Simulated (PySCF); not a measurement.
## Electronic structure of C6H12O2Si in real space

Input

```
{"job": {"kind": "nmr", "xc": "PBE0", "basis": "pcSseg-1"}, "charge": 0, "multiplicity": 1}
C     -2.859801     0.886654     0.040781
C     -1.557087     0.885065    -0.716999
O     -1.319829     1.695948    -1.585890
C     -0.555240    -0.147234    -0.333940
C     -0.921393    -1.203942     0.678955
C      0.426717    -0.527092    -1.433051
C      0.883064     0.364779    -0.335474
O      1.731612    -0.114073     0.628294
Si     3.343918     0.021242     0.762944
H     -3.342034    -0.084963    -0.029599
H     -3.513901     1.652592    -0.367539
H     -2.670656     1.099078     1.090932
H     -1.277530    -0.754494     1.603284
H     -0.040884    -1.796426     0.914175
H     -1.692747    -1.865306     0.287456
H      0.264227    -0.089003    -2.405709
H      0.785920    -1.544322    -1.433508
H      1.016315     1.416913    -0.568843
H      4.028258    -0.569491    -0.389699
H      3.518371    -0.734730     1.992819
H      3.743781     1.425748     0.872521
```

Launched as:

```sh
OMP_NUM_THREADS=1 python probes_run.py task.json out
```

Geometry: GFN2-xTB.

Level of theory: PBE0/pcSseg-1, SCF density, gas phase, non-relativistic (PySCF 2.14.0).

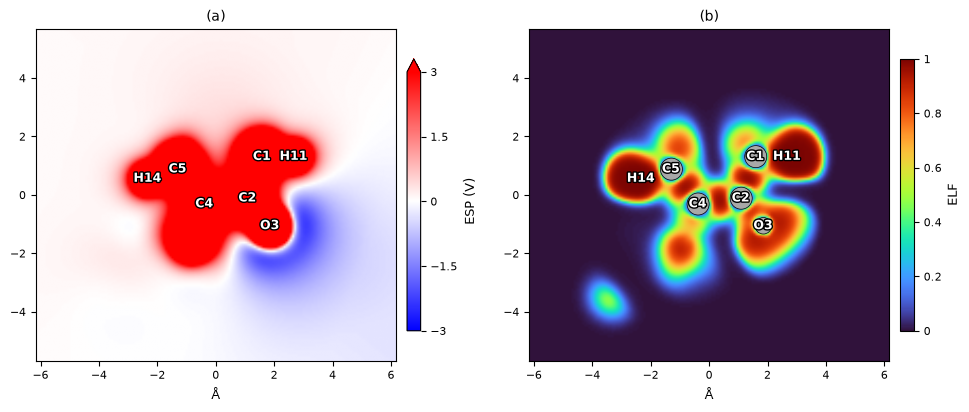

Figure 1. (a) molecular electrostatic potential; (b) ELF on the plane of atoms C1, C2 and C4. Grey discs cover the atomic cores in the ELF map.

Describe what can be read from this map.

Answer. The section cuts through C, O and H sites. C–O (1.21 Å): the ELF peaks at about 0.85 between the atoms; a short, multiple covalent bond. C–C (1.51 Å): the ELF peaks at about 0.95 between the atoms (a shared electron pair). C–H (1.09 Å): the ELF climbs to about 1 towards the hydrogen, as it does in any bond to H: an ordinary covalent bond to hydrogen. The ELF also peaks beside O3, away from the bonds: lone-pair regions. Outside the dense part of the molecule the potential is most negative (−2.3 V) near O3.

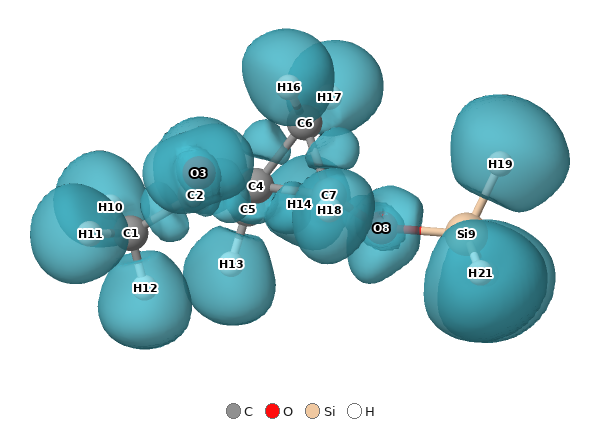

Figure 2. Isosurface of the electron localisation function at 0.75 (cyan), seen from one side. Core shells and regions of very low density are left out.

Describe the localisation domains.

Answer. The ELF exceeds this value in six regions between bonded C–C atoms (shared pairs), twelve regions around hydrogen nuclei and two regions on O in which the atom's valence shell and bonds are merged. Profiles from the grid: C–C (1.49 Å): the ELF peaks at about 0.90 between the atoms: a covalent bond.

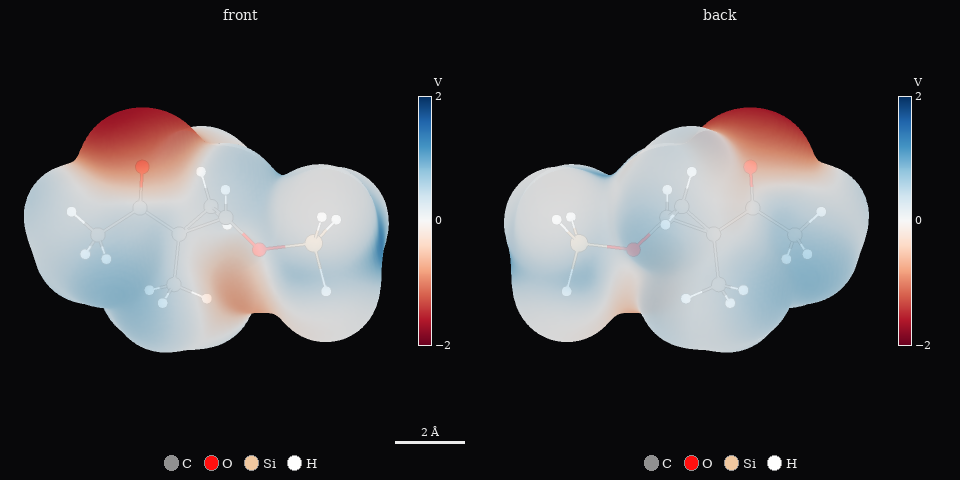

Figure 3. The molecular electrostatic potential painted on the density surface at 0.001 e/bohr³, seen from the front and from behind; red is negative and blue positive.

Which sites attract a positive test charge, and which a negative one?

Answer. A positive charge is drawn to the negative regions and a negative charge to the positive ones. The most negative region (about −1.6 V) lies over O3, the most positive (about +1.2 V) over Si9. O3 is the likeliest acceptor of a hydrogen bond.
